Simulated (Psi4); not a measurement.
# BLYP/def2-TZVPP run of AlH2F (SMILES [H][Al]([H])[F])

What is the vertical ionisation energy of AlH2F at BLYP/def2-TZVPP? 

The calculation is run with Psi4 1.11.

## 1. The molecule

The species is AlH2F (4 atoms), meant as a singlet with charge 0. As SMILES, `[H][Al]([H])[F]`. The shape comes from GFN2-xTB, which is rough for such elements, and wasn't checked as a minimum.

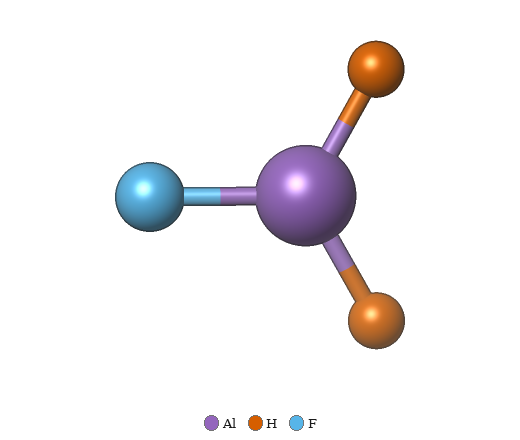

The structure, seen from a chosen angle (aluminium purple, hydrogen orange, fluorine blue).

## 2. The energy at BLYP/def2-TZVPP

alfh2.xyz reads:

```xyz
4
AlFH2
Al     0.019600     0.032680     0.000940
H      1.546910    -0.017870     0.014080
H     -0.738990     1.358820    -0.019420
F     -0.827520    -1.373630     0.004400
```

run_ase.py reads:

```python
import numpy as np
from ase.calculators.psi4 import Psi4
from ase.io import read

a = read('alfh2.xyz')
calc = Psi4(atoms=a, method='blyp', basis='def2-TZVPP', memory='1600MB', num_threads=1, charge=0, multiplicity=1, label='psi4-calc')
calc.psi4.set_options({'puream': True, 'e_convergence': 1e-09, 'd_convergence': 1e-08, 'scf_type': 'pk', 'dft_radial_points': 99, 'dft_spherical_points': 590})
a.calc = calc

print(f'energy: {a.get_potential_energy():.6f} eV')
```

The run is started by

```sh
$ python run_ase.py
```

psi4-calc.dat:

```text
[...]
  Running in c1 symmetry.
[...]
  Nuclear repulsion =   50.398213572615205
[...]
  Multiplicity = 1
[...]
  Nalpha       = 12
  Nbeta        = 12
[...]
    Number of basis functions: 101
[...]
   @RKS iter   1:  -343.44870103357033   -3.71761e-01   6.07141e-03 DIIS/ADIIS
[...]
   @RKS iter  10:  -343.57761118996200   -1.36424e-12   2.54869e-09 DIIS
[...]
    Orbital Energies [Eh]
    ---------------------
    Doubly Occupied:
       1A    -55.432547     2A    -24.250969     3A     -3.941377
       4A     -2.556292     5A     -2.548407     6A     -2.545988
       7A     -1.040151     8A     -0.410742     9A     -0.352584
      10A     -0.351302    11A     -0.338383    12A     -0.271560
[...]
  @RKS Final Energy:  -343.57761118996200
   => Energetics <=
    Nuclear Repulsion Energy =             50.3982135726152052
    One-Electron Energy =                -578.4596586944153387
    Two-Electron Energy =                 214.4025616752330450
    DFT Exchange-Correlation Energy =     -29.9187277433949461
    Empirical Dispersion Energy =           0.0000000000000000
    VV10 Nonlocal Energy =                  0.0000000000000000
    Total Energy =                       -343.5776111899619991
[...]
 Multipole Moments:
 ------------------------------------------------------------------------------------
     Multipole            Electronic (a.u.)      Nuclear  (a.u.)        Total (a.u.)
 ------------------------------------------------------------------------------------
 L = 1.  Multiply by 2.5417464519 to convert [e a0] to [Debye]
 Dipole X            :         -1.2922777            1.5211152            0.2288376
 Dipole Y            :         -2.1444054            2.5246823            0.3802769
 Dipole Z            :          0.0116165           -0.0100376            0.0015789
 Magnitude           :                                                    0.4438239
[...]
```

On the terminal:

```text
energy: -9349.223007 eV
```

Run time: 9 s. Hardware: 1 thread of Intel Xeon 6975P-C (Granite Rapids), shared host; peak memory 0.71 GiB.

## 3. The doublet cation, same level

run.py reads:

```python
import psi4

psi4.set_memory(1600000000)
psi4.set_num_threads(1)
psi4.set_output_file('run.log', False)

m = psi4.geometry("""
1 2
Al     0.03703863     0.06175625     0.00177634
H      2.92323624    -0.03376941     0.02660734
H     -1.39648871     2.56779765    -0.03669848
F     -1.56378616    -2.59578450     0.00831479
units au
symmetry c1
""")

psi4.set_options({
    'reference': 'uks',
    'puream': True,
    'e_convergence': 1e-09,
    'd_convergence': 1e-08,
    'scf_type': 'pk',
    'dft_radial_points': 99,
    'dft_spherical_points': 590,
    'maxiter': 200,
})

e_tot, wfn = psi4.energy("blyp/def2-TZVPP", return_wfn=True)
psi4.oeprop(wfn, "QUADRUPOLE", "WIBERG_LOWDIN_INDICES", "MAYER_INDICES")
print('E =', round(e_tot, 9))
for k, v in sorted(psi4.core.scalar_variables().items()):
    print(f'{k:45s} {v:18.10f}')
```

The run is started by

```sh
$ python run.py
```

run.log:

```text
[...]
  Running in c1 symmetry.
[...]
  Nuclear repulsion =   50.398213586904838
[...]
  Multiplicity = 2
[...]
  Nalpha       = 12
  Nbeta        = 11
[...]
    Number of basis functions: 101
[...]
   @UKS iter   1:  -343.07214841627433    4.79124e-03   5.57755e-03 ADIIS/DIIS
[...]
   @UKS iter  13:  -343.16963704636521   -3.52429e-12   1.26862e-09 DIIS
[...]
   @S^2 Observed:                7.585947802E-01
[...]
    Orbital Energies [Eh]
    ---------------------
    Alpha Occupied:
       1A    -55.747874     2A    -24.524707     3A     -4.253542
       4A     -2.866498     5A     -2.862372     6A     -2.859143
       7A     -1.304605     8A     -0.702317     9A     -0.632367
      10A     -0.631388    11A     -0.605469    12A     -0.597388
    Alpha Virtual:
      13A     -0.320665    14A     -0.273463    15A     -0.235177
      16A     -0.144419    17A     -0.126391    18A     -0.121759
      19A     -0.077133    20A     -0.050986    21A     -0.038747
      22A     -0.022419    23A      0.025056    24A      0.068361
      25A      0.088712    26A      0.134912    27A      0.166022
[...]
  @UKS Final Energy:  -343.16963704636521
   => Energetics <=
    Nuclear Repulsion Energy =             50.3982135869048378
    One-Electron Energy =                -571.4721802976969229
    Two-Electron Energy =                 207.5031029344626177
    DFT Exchange-Correlation Energy =     -29.5987732700357355
    Empirical Dispersion Energy =           0.0000000000000000
    VV10 Nonlocal Energy =                  0.0000000000000000
    Total Energy =                       -343.1696370463652102
[...]
 Multipole Moments:
 ------------------------------------------------------------------------------------
     Multipole            Electronic (a.u.)      Nuclear  (a.u.)        Total (a.u.)
 ------------------------------------------------------------------------------------
 L = 1.  Multiply by 2.5417464519 to convert [e a0] to [Debye]
 Dipole X            :         -0.4627766            1.5211152            1.0583387
 Dipole Y            :         -0.7684091            2.5246823            1.7562732
 Dipole Z            :          0.0064956           -0.0100376           -0.0035420
 Magnitude           :                                                    2.0505094
 L = 2.  Multiply by 1.3450342976 to convert [e a0^2] to [Debye ang]
 Quadrupole XX       :        -35.3473364           26.5525711           -8.7947653
 Quadrupole XY       :        -22.9399656           22.9708757            0.0309101
[...]
```

Standard output:

```text
E = -343.169637046
CURRENT ENERGY                                   -343.1696370464
CURRENT REFERENCE ENERGY                         -343.1696370464
DD SOLVATION ENERGY                                 0.0000000000
DFT FUNCTIONAL TOTAL ENERGY                      -343.1696370464
DFT TOTAL ENERGY                                 -343.1696370464
DFT VV10 ENERGY                                     0.0000000000
DFT XC ENERGY                                     -29.5987732700
GRID ELECTRONS ALPHA                               11.9999999507
GRID ELECTRONS BETA                                10.9999999265
GRID ELECTRONS TOTAL                               22.9999998772
NUCLEAR REPULSION ENERGY                           50.3982135869
ONE-ELECTRON ENERGY                              -571.4721802977
PCM POLARIZATION ENERGY                             0.0000000000
PE ENERGY                                           0.0000000000
SCF ITERATION ENERGY                             -343.1696370464
SCF ITERATIONS                                     13.0000000000
SCF TOTAL ENERGY                                 -343.1696370464
TWO-ELECTRON ENERGY                               207.5031029345
XC GRID RADIAL POINTS                              99.0000000000
XC GRID SPHERICAL POINTS                          590.0000000000
XC GRID TOTAL POINTS                           224713.0000000000
```

Run time: 18 s. Hardware: 1 thread of Intel Xeon 6975P-C (Granite Rapids), shared host; peak memory 0.69 GiB.

## 4. Results

At BLYP/def2-TZVPP:

```
                                          quantity          value
                       singlet AlH2F: total energy  -343.57761 Eh
                      singlet AlH2F: dipole moment         1.13 D
                        singlet AlH2F: HOMO energy       -7.39 eV
                        singlet AlH2F: LUMO energy       -2.03 eV
                      singlet AlH2F: HOMO–LUMO gap        5.36 eV
                      doublet cation: total energy  -343.16964 Eh
doublet cation: HOMO energy (highest over α and β)      -16.26 eV
 doublet cation: LUMO energy (lowest over α and β)      -14.81 eV
                              doublet cation: ⟨S²⟩          0.759
vertical ionisation energy (to the doublet cation)      11.102 eV
```

The vertical ionisation energy comes to 11.10 eV (256 kcal/mol). −ε(HOMO) before ionisation, 7.39 eV, is 3.71 eV below this ionisation energy.
